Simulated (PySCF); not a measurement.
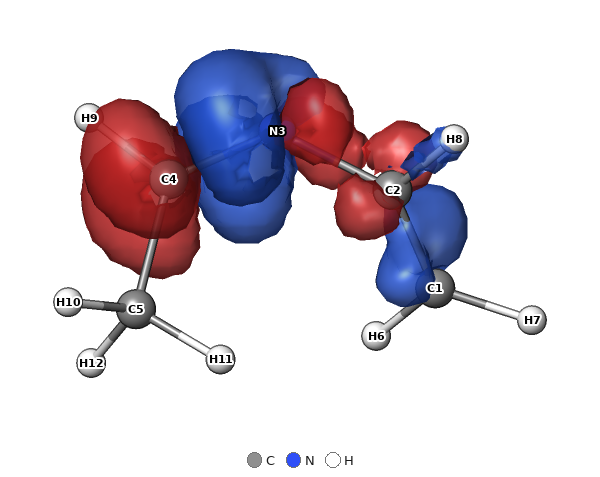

Figure 1: C4H7N, SMILES `C=C/N=C\C`. Unrelaxed difference density of T₃ less the ground state (TDA triplet states), ±0.02 e/Å³; red: gain, blue: loss.

Level of theory: CAM-B3LYP/def2-SVP (PySCF), at a geometry from GFN2-xTB. No frequency check shows the geometry to be a minimum. Without diffuse functions Rydberg states are missing, so the states' numbers hold for this basis only.

Q: How does the charge move on excitation?

A: 0.30 e is displaced in all, of which about 0.1 e passes between atoms: N3 (0.10 e) loses electrons and C4 (0.07 e) gains them. The state: 4.97 eV (250 nm), spin-forbidden from the singlet ground state; the leading pair carries 85 %; hole on N3 (41 %), C4 (28 %) and C1 (10 %), electron on C4 (35 %), N3 (31 %) and C2 (9 %); their centroids lie 0.2 Å apart.
